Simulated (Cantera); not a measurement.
A closed system holds: 1 mol V2O3, 450 mol H2, held at 900 Torr.

Equilibrium computed with Cantera from the NASA thermochemical tables; the gas is ideal and each condensed phase is pure. Candidate condensed phases: H2O, V, VO, V2O3, V2O4, V2O5; 12 gas species. Mutual solubility and eutectic melting of coexisting phases are not modelled. VO: taken at fixed stoichiometry. Condensed phases not in the tables: the oxides between V2O3 and V2O5 other than VO2. Equilibrium is a limit: real reactors are often held back by kinetics, nucleation or transport.

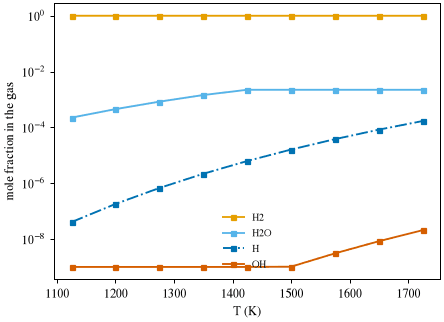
Figure: Equilibrium gas composition (values under 1e-9 drawn at 1e-9)

From 1125 K to 1350 K the condensed part is VO(s) + V2O3(s). From 1425 K to 1725 K the condensed part is VO(s).
